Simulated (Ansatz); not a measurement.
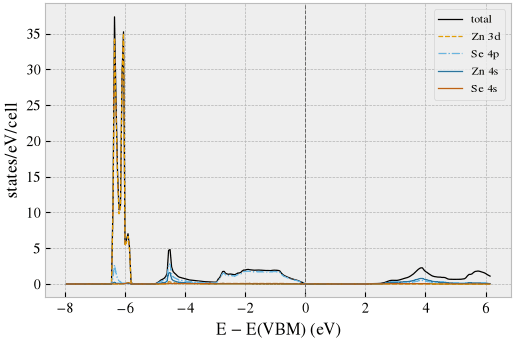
*Total and projected density of states of ZnSe (zinc blende, F-43m), PBE (plane waves, PAW; program Ansatz)*

Question: Which orbitals carry the states next to the gap?

Answer: Top 1 eV of the valence band: Se 4p 90 %, Zn 3d 6 %. Bottom 1 eV of the conduction band: Zn 4s 57 %, Se 4p 21 %, Se 4s 20 %. Projections are on Löwdin-orthogonalised atomic valence shells; empty p or d shells of many metals are not among them.

Question: Where is the tallest occupied peak in this window, and what makes it?

Answer: Near -6.3 eV, about 37 states/eV per cell; the largest projected share is Zn 3d.

The cell was relaxed with PBE under the symmetry of its start. Scalar-relativistic: spin–orbit coupling is off unless named, which matters more the heavier the elements.

Potentials: the later of the program's two PAW sets.
